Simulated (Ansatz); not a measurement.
**CH₆BClOSi: density, localisation and related maps**

```xyz
11

B    -0.6443    1.5466    0.0599
C    -0.3891    0.0227    0.3358
O    -1.2998   -0.6487    1.0466
Si    1.2380   -0.8771   -0.2133
Cl   -1.2213    0.6238   -1.7327
H    -1.6107    2.0348    0.5591
H     0.3165    2.2121   -0.1936
H    -1.2042   -1.6234    1.0537
H     2.1014   -0.9246    1.0178
H     1.9047   -0.1366   -1.3186
H     0.8742   -2.2869   -0.5943
```

Theory: Ansatz, RKS PBE0-D4/6-31G.

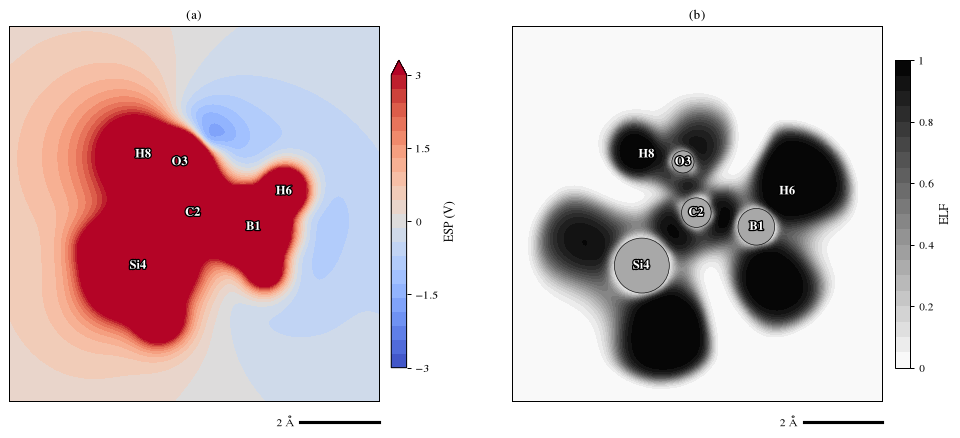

Figure 1. (a) electrostatic potential; (b) ELF on the plane of atoms B1, C2 and O3. Grey discs cover the atomic cores in the ELF map.

Describe what can be read from this map.

- The section cuts through B, C, O, Si and H sites.
- C–O (1.34 Å): the ELF peaks at about 0.85 between the atoms; a shared but strongly polarised pair.
- C–B (1.57 Å): the ELF peaks at about 1 between the atoms (localised, covalent bonding).
- C–Si (1.94 Å): the ELF peaks at about 0.95 between the atoms (a covalent bond).
- O–H (0.98 Å): the ELF climbs to about 1 towards the hydrogen, as it does in any bond to H; a covalent bond by its length.
- B–H (1.19 Å): the ELF climbs to about 1 towards the hydrogen (a covalent bond by its length).
- The ELF also peaks beside O3, away from the bonds: lone-pair regions.
- Outside the dense part of the molecule the potential is most negative (−1.7 V) near O3.

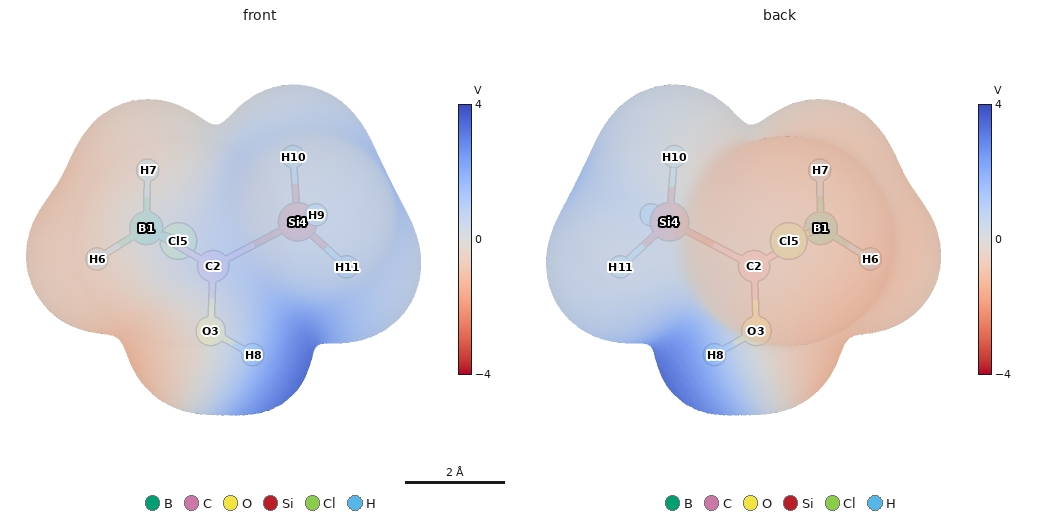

Figure 2. The molecular electrostatic potential painted on the density surface at 0.001 e/bohr³, seen from the front and from behind; red is negative and blue positive.

Where is the surface potential most negative and most positive?

The most negative region (about −1.1 V) lies over O3 and Cl5, the most positive (about +3.1 V) over H8.

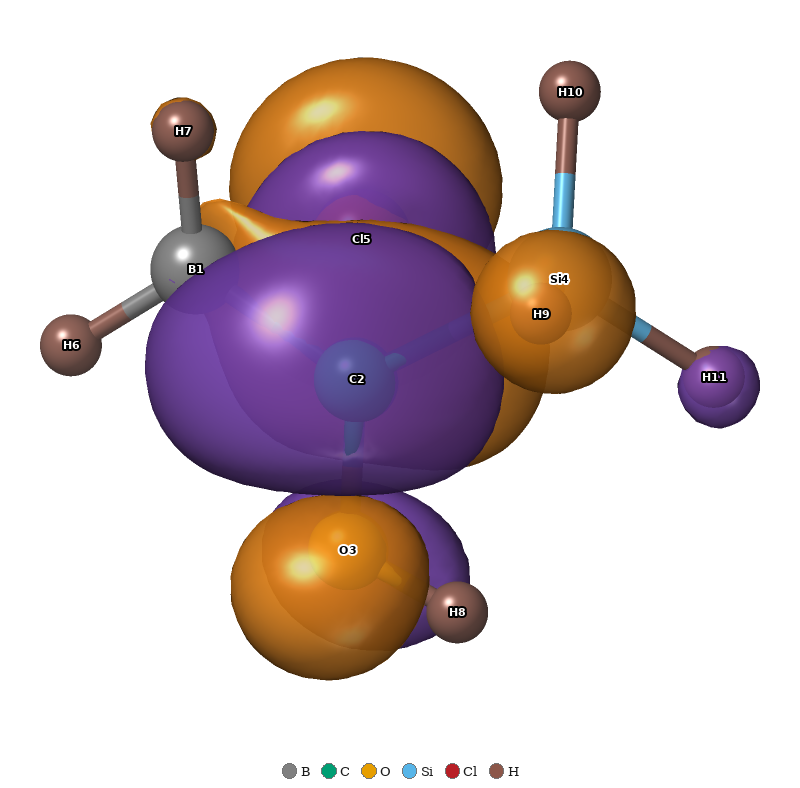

Figure 3. The LUMO at ±0.08 Å⁻³ᐟ² (orange and purple are the two phases), seen at a tilt.

Describe this orbital and give its energy.

It lies mainly on C2 (about 45 %), Cl5 (about 25 %) and O3 (about 15 %). Its energy is −2.40 eV.
